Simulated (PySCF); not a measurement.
**C$_{4}$H$_{6}$BF$_{5}$ (SMILES FB(F)CCCC(F)(F)F): density, localisation and related maps**

```xyz
16

F     3.4513   -0.1736   -0.8573
B     2.3655    0.1892   -0.1970
F     2.1719    1.4907   -0.0640
C     1.3897   -0.8626    0.4234
C     0.0383   -0.3317    0.8904
C    -0.8313    0.1464   -0.2638
C    -2.2012    0.5947    0.1700
F    -2.1404    1.5975    1.0536
F    -2.9245    1.0208   -0.8700
F    -2.8841   -0.4006    0.7504
H     1.2714   -1.7032   -0.2825
H     1.9399   -1.3004    1.2780
H    -0.5045   -1.1141    1.4437
H     0.1822    0.5035    1.5942
H    -0.3642    0.9961   -0.7853
H    -0.9799   -0.6549   -1.0048
```

Geometry: PBE0-D3(BJ)/def2-SVP.

All numbers below come from PBE0/pcSseg-1, SCF density, gas phase, non-relativistic in PySCF 2.14.0.

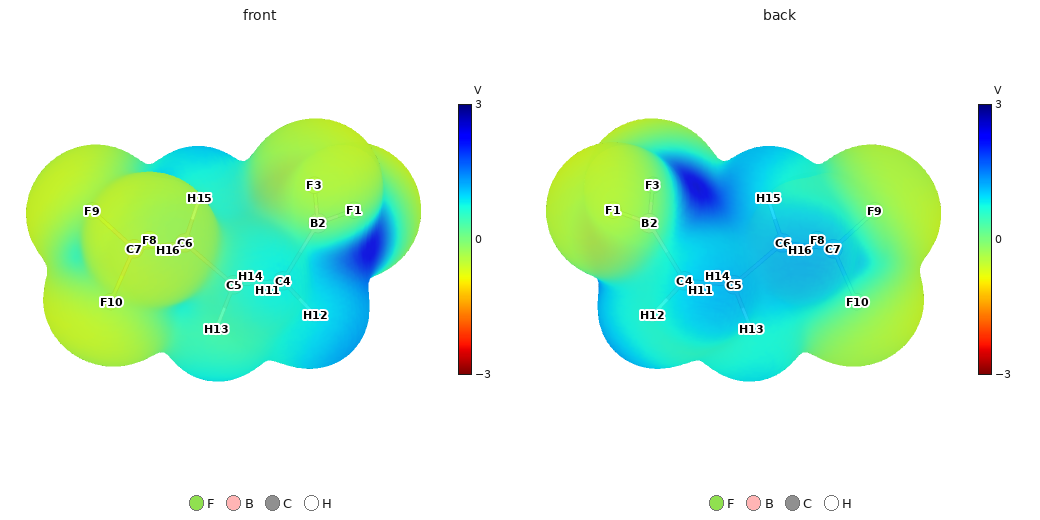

Figure 1. The molecular electrostatic potential painted on the density surface at 0.002 e/bohr³, seen from the front and from behind; the colour scale runs from red (negative) to blue (positive).

> Where is the surface potential most negative and most positive?

The most negative region (about −0.6 V) lies over the F atoms, the most positive (about +2.3 V) over B2.

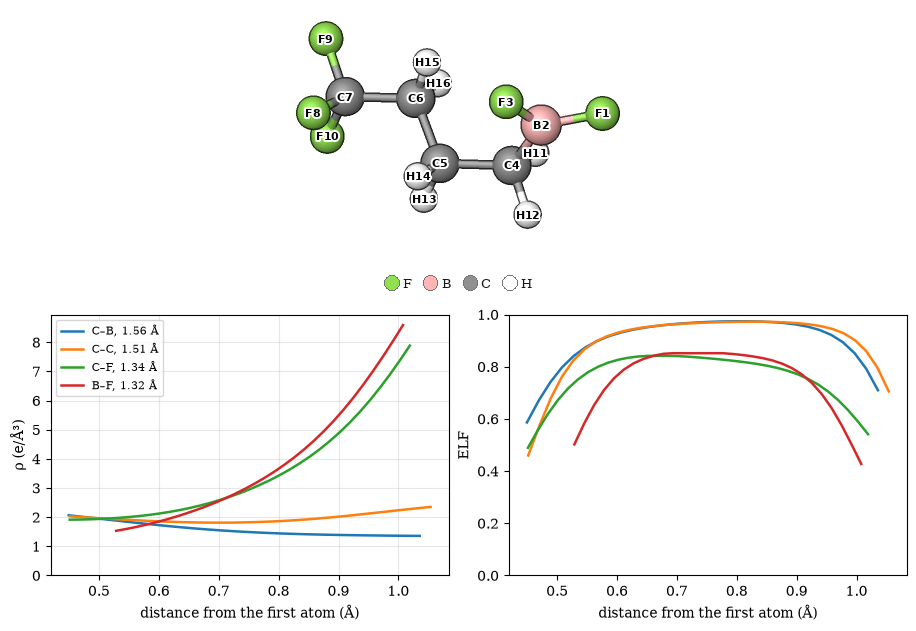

Figure 2. Total electron density and ELF along straight lines between neighbouring atoms. The curves leave out the atomic cores. The structure is drawn too.

> Compare the contacts.

C–B (1.56 Å): ρ is about 1.5 e/Å³ halfway; the ELF peaks at about 1 between the atoms; a shared electron pair.
C–C (1.51 Å): ρ at the midpoint is about 1.8 e/Å³; the ELF peaks at about 1 between the atoms: a covalent bond.
C–F (1.34 Å): ρ at the midpoint is about 2.4 e/Å³; the ELF peaks at about 0.85 between the atoms; a shared but strongly polarised pair.
B–F (1.32 Å): ρ at the midpoint is about 2.2 e/Å³; the ELF peaks at about 0.85 between the atoms: a shared but strongly polarised pair.
